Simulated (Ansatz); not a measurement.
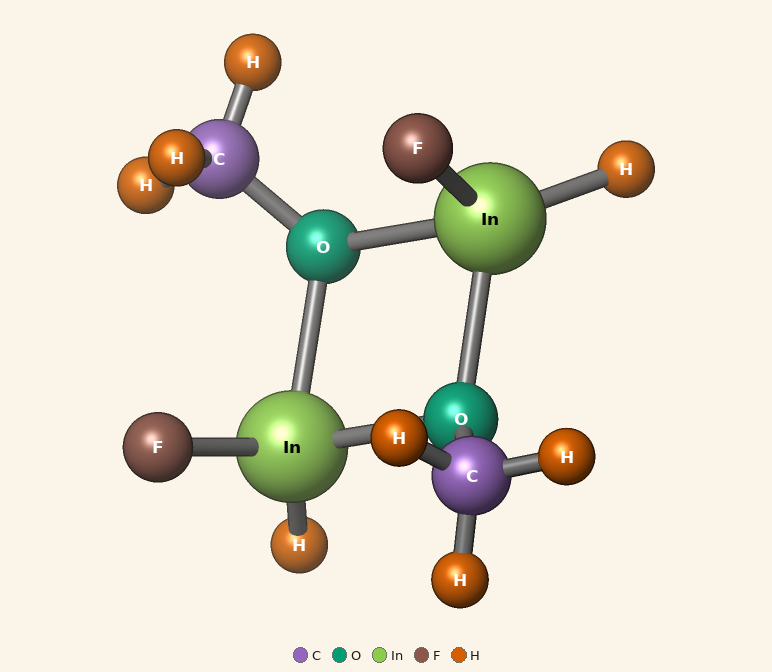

The picture shows a molecular structure as a ball-and-stick model.

> What is the molecular formula?

C2H8F2In2O2, 16 atoms: 2 carbon, 8 hydrogen, 2 fluorine, 2 indium and 2 oxygen.

> What is the point group of this geometry?

C2v.

> Count the bonded pairs by element.

6 C–H, 4 In–O, 2 C–O, 2 F–In, 2 In–H.

> Write the SMILES.

C[O+]1[In@H-]([F])[O+](C)[In@@H-]1[F]

> How many sets of symmetry-equivalent atoms are there?

7: 2 C, 2 O, 2 In, 2 F, 2 H, 4 H, 2 H.

More results for the same structure follow; atom numbers are the same in all pictures, views and colours differ. Computed geometry: PBE0-D4/def2-TZVP optimisation.

**Vibrations**

Harmonic vibrations computed with RKS PBE0-D4/def2-TZVP, core potentials on In (Ansatz 0.2.0) at a stationary point of the same level.

> List the wavenumbers.

42 modes: 38, 59, 62, 67, 70, 89, 111, 155, 158, 159, 190, 239, 318, 338, 379, 409, 437, 442, 489, 496, 583, 586, 1070, 1094, 1180, 1181, 1201, 1203, 1480, 1483, 1495, 1495, 1497, 1498, 1913, 1917, 3030, 3031, 3104, 3104, 3116, 3116 cm⁻¹.

**Electronic properties**

Method: RKS ωB97X-V/def2-TZVPP, core potentials on In (Ansatz 0.2.0).

> What is the HOMO energy (Kohn–Sham orbital)?

−10.92 eV.

> Estimate the LUMO energy (Kohn–Sham orbital).

0.95 eV.

**Charges**

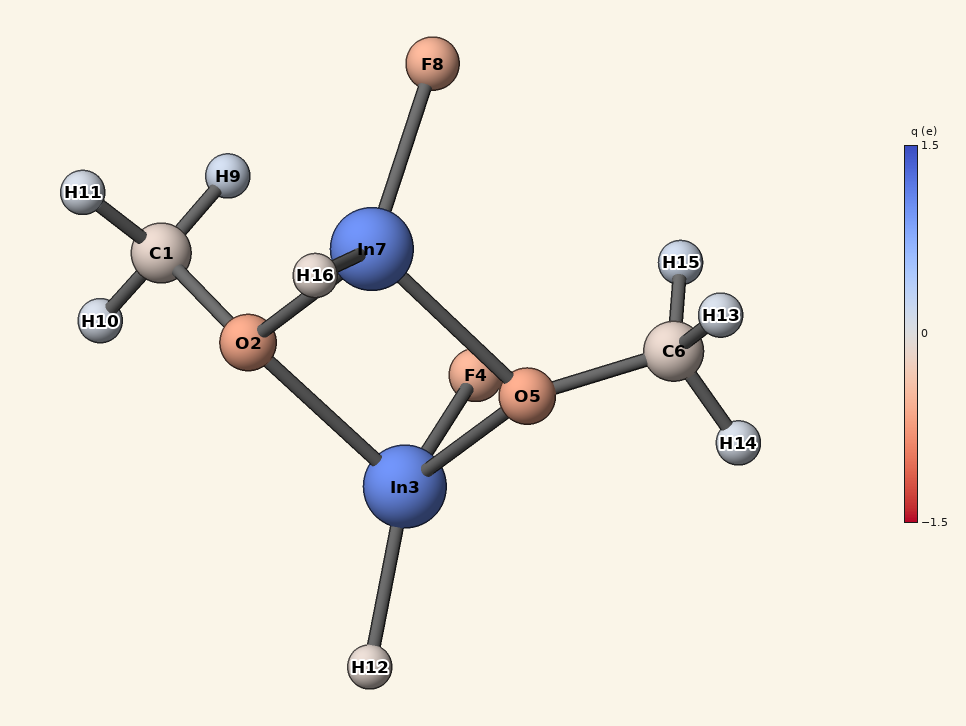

Atoms are coloured by their Mulliken charges. Method: RKS B3LYP-D4/def2-TZVPP, core potentials on In (Ansatz 0.2.0).

List the Mulliken charges.

```json
{"atom": "C1", "value (e)": "−0.14"}
{"atom": "O2", "value (e)": "−0.61"}
{"atom": "In3", "value (e)": "1.02"}
{"atom": "F4", "value (e)": "−0.52"}
{"atom": "O5", "value (e)": "−0.61"}
{"atom": "C6", "value (e)": "−0.14"}
{"atom": "In7", "value (e)": "1.02"}
{"atom": "F8", "value (e)": "−0.52"}
{"atom": "H9", "value (e)": "0.15"}
{"atom": "H10", "value (e)": "0.10"}
{"atom": "H11", "value (e)": "0.10"}
{"atom": "H12", "value (e)": "−0.10"}
{"atom": "H13", "value (e)": "0.10"}
{"atom": "H14", "value (e)": "0.10"}
{"atom": "H15", "value (e)": "0.15"}
{"atom": "H16", "value (e)": "−0.10"}
```

Mulliken values depend strongly on the basis set and can even reverse the polarity of a bond.
